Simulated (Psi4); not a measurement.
**BH3Cl− (SMILES [H][B-]([H])([H])Cl) at BHLYP/cc-pVTZ**

What is the vertical ionisation energy of BH3Cl− at BHLYP/cc-pVTZ? 

The results are computed with Psi4 1.11.

2 further runs of the same task are left out: 2 set aside as unsound or not needed.

## 1. Starting point

BH3Cl− has 5 atoms, charge -1, and is taken as a singlet. SMILES: `[H][B-]([H])([H])Cl`. The shape is that of a GFN2-xTB optimisation.

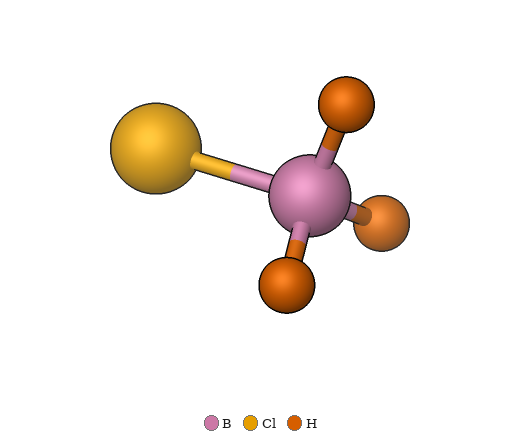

Viewed from a chosen angle; boron pink, chlorine amber, hydrogen orange.

## 2. A single-point energy at BHLYP/cc-pVTZ

Input file input.in:

```
memory 1.6 GB

molecule molecule1 {
  -1 1
  B     -0.001280     0.001630    -0.167010
  Cl     0.013600    -0.021140     1.707330
  H      1.152300     0.011380    -0.522240
  H     -0.586640     1.005700    -0.497000
  H     -0.577980    -0.997580    -0.521080
  symmetry c1
}

set basis cc-pVTZ
set puream true
set e_convergence 1e-09
set d_convergence 1e-08
set scf_type pk
set dft_radial_points 99
set dft_spherical_points 590

result, w = energy('bhhlyp', return_wfn=True)
oeprop(w, 'WIBERG_LOWDIN_INDICES', 'QUADRUPOLE', 'LOWDIN_CHARGES')
```

Command:

```bash
$ psi4 -n 1 input.in input.out
```

input.out:

```text
[...]
  Running in c1 symmetry.
[...]
  Nuclear repulsion =   42.139721438069571
[...]
  Multiplicity = 1
[...]
  Nalpha       = 13
  Nbeta        = 13
[...]
    Number of basis functions: 106
[...]
   @RKS iter   1:  -486.79539694112037   -4.20968e-01   4.33439e-03 ADIIS/DIIS
[...]
   @RKS iter   9:  -486.93439308665040   -1.49498e-11   4.62662e-09 DIIS
[...]
    Orbital Energies [Eh]
    ---------------------
    Doubly Occupied:
       1A   -102.552339     2A     -9.624304     3A     -7.273551
       4A     -7.270676     5A     -7.270676     6A     -6.825098
       7A     -0.681997     8A     -0.360245     9A     -0.196314
      10A     -0.196163    11A     -0.182035    12A     -0.107383
      13A     -0.107277
[...]
  @RKS Final Energy:  -486.93439308665040
   => Energetics <=
    Nuclear Repulsion Energy =             42.1397214380695715
    One-Electron Energy =                -760.4813281218243901
    Two-Electron Energy =                 248.7125439928052799
    DFT Exchange-Correlation Energy =     -17.3053303957009206
    Empirical Dispersion Energy =           0.0000000000000000
    VV10 Nonlocal Energy =                  0.0000000000000000
    Total Energy =                       -486.9343930866504024
[...]
 Multipole Moments:
 ------------------------------------------------------------------------------------
     Multipole            Electronic (a.u.)      Nuclear  (a.u.)        Total (a.u.)
 ------------------------------------------------------------------------------------
 L = 1.  Multiply by 2.5417464519 to convert [e a0] to [Debye]
 Dipole X            :          0.0409617           -0.0314237            0.0095379
 Dipole Y            :         -0.0649802            0.0495856           -0.0153946
 Dipole Z            :          5.0861955           -3.9317361            1.1544593
 Magnitude           :                                                    1.1546014
 L = 2.  Multiply by 1.3450342976 to convert [e a0^2] to [Debye ang]
 Quadrupole XX       :        -26.6860405            7.1684138          -19.5176267
 Quadrupole XY       :          0.0111008           -0.0085184            0.0025824
[...]
```

Wall time 19 s (1 thread of Intel Xeon 6975P-C (Granite Rapids), shared host); peak memory 0.83 GiB.

## 3. Doublet neutral BH3Cl, same level

Input file input.json:

```json
{
  "schema_name": "qcschema_input",
  "schema_version": 1,
  "molecule": {
    "schema_name": "qcschema_molecule",
    "schema_version": 2,
    "symbols": ["B", "Cl", "H", "H", "H"],
    "geometry": [-0.00241885, 0.00308025, -0.31560316, 0.02570028, -0.03994881, 3.2263861, 2.17753141, 0.02150508, -0.98689057, -1.10858893, 1.90049756, -0.93919388, -1.09222391, -1.88515299, -0.98469849],
    "molecular_charge": 0,
    "molecular_multiplicity": 2,
    "fix_symmetry": "c1",
    "fix_com": true,
    "fix_orientation": true
  },
  "driver": "energy",
  "model": {
    "method": "bhhlyp",
    "basis": "cc-pVTZ"
  },
  "keywords": {
    "reference": "uks",
    "puream": true,
    "e_convergence": 1e-09,
    "d_convergence": 1e-08,
    "scf_type": "pk",
    "dft_radial_points": 99,
    "dft_spherical_points": 590,
    "maxiter": 200,
    "scf_properties": ["MAYER_INDICES", "LOWDIN_CHARGES", "MULLIKEN_CHARGES"]
  }
}
```

Command:

```bash
$ psi4 --qcschema input.json -n 1 --memory 1600MB
```

stdout (excerpt; [...] marks lines left out):

```text
[...]
  Running in c1 symmetry.
[...]
  Nuclear repulsion =   42.139721504774755
[...]
  Multiplicity = 2
[...]
  Nalpha       = 13
  Nbeta        = 12
[...]
    Number of basis functions: 106
[...]
   @UKS iter   1:  -486.68275396807667   -3.08325e-01   3.60331e-03 ADIIS/DIIS
[...]
   @UKS iter  31:  -486.77875547468489   -1.04933e-10   7.28383e-09 DIIS
[...]
   @S^2 Observed:                7.602263372E-01
[...]
  @UKS Final Energy:  -486.77875547468489
   => Energetics <=
    Nuclear Repulsion Energy =             42.1397215047747551
    One-Electron Energy =                -753.1598317950491719
    Two-Electron Energy =                 241.3730650818596075
    DFT Exchange-Correlation Energy =     -17.1317102662701615
    Empirical Dispersion Energy =           0.0000000000000000
    VV10 Nonlocal Energy =                  0.0000000000000000
    Total Energy =                       -486.7787554746848855
[...]
 Multipole Moments:
 ------------------------------------------------------------------------------------
     Multipole            Electronic (a.u.)      Nuclear  (a.u.)        Total (a.u.)
 ------------------------------------------------------------------------------------
 L = 1.  Multiply by 2.5417464519 to convert [e a0] to [Debye]
 Dipole X            :         -0.4348177            0.4015291           -0.0332886
 Dipole Y            :          0.8038494           -0.6268789            0.1769705
 Dipole Z            :        -50.1070458           50.3597650            0.2527192
 Magnitude           :                                                    0.3103122
[...]
  Mulliken Charges: (a.u.)
   Center  Symbol    Alpha    Beta     Spin     Total
       1     B     2.64116  2.65212 -0.01097 -0.29328
       2    CL     8.77024  8.17313  0.59711  0.05663
       3     H     0.52204  0.40932  0.11273  0.06864
       4     H     0.57110  0.30160  0.26949  0.12730
       5     H     0.49546  0.46383  0.03164  0.04071
   Total alpha = 13.00000, Total beta = 12.00000, Total charge = -0.00000
  Lowdin Charges: (a.u.)
   Center  Symbol    Alpha    Beta     Spin     Total
       1     B     2.88654  2.70968  0.17686 -0.59622
[...]
```

The result, in JSON:

```text
{
 "driver": "energy",
 "model": {
  "method": "bhhlyp",
  "basis": "cc-pVTZ"
 },
 "success": true,
 "return_result": -486.7787554746849,
 "properties": {
  "calcinfo_nbasis": 106,
  "calcinfo_nmo": 106,
  "calcinfo_nalpha": 13,
  "calcinfo_nbeta": 12,
  "calcinfo_natom": 5,
  "nuclear_repulsion_energy": 42.139721504774755,
  "return_energy": -486.7787554746849,
  "scf_one_electron_energy": -753.1598317950492,
  "scf_two_electron_energy": 241.3730650818596,
  "scf_xc_energy": -17.13171026627016,
  "scf_dipole_moment": [-0.03328861344737466, 0.17697050333191333, 0.25271915834739644],
  "scf_total_energy": -486.7787554746849,
  "scf_iterations": 31
 }
}
```

Run time: 63 s. Hardware: 1 thread of Intel Xeon 6975P-C (Granite Rapids), shared host; peak memory 0.83 GiB.

## 4. Outcome

At BHLYP/cc-pVTZ:

| quantity | value |
| --- | --- |
| singlet BH3Cl−: total energy | -486.93439 Eh |
| singlet BH3Cl−: HOMO energy | -2.92 eV |
| singlet BH3Cl−: LUMO energy | 7.87 eV |
| singlet BH3Cl−: HOMO–LUMO gap (to an unbound level, set by the basis) | 10.79 eV |
| doublet neutral BH3Cl: total energy | -486.77876 Eh |
| doublet neutral BH3Cl: dipole moment | 0.79 D |
| doublet neutral BH3Cl: HOMO energy (highest over α and β) | -9.77 eV |
| doublet neutral BH3Cl: LUMO energy (lowest over α and β) | -5.57 eV |
| doublet neutral BH3Cl: ⟨S²⟩ | 0.760 |
| vertical detachment energy (to the doublet neutral) | 4.235 eV |

What this shows: The vertical ionisation energy comes to 4.24 eV (98 kcal/mol). The negative HOMO energy of the first species, 2.92 eV, lies 1.32 eV below that difference. Mulliken charges (doublet neutral BH3Cl) run from -0.29 on B1 to +0.13 on H4; they depend strongly on the basis.
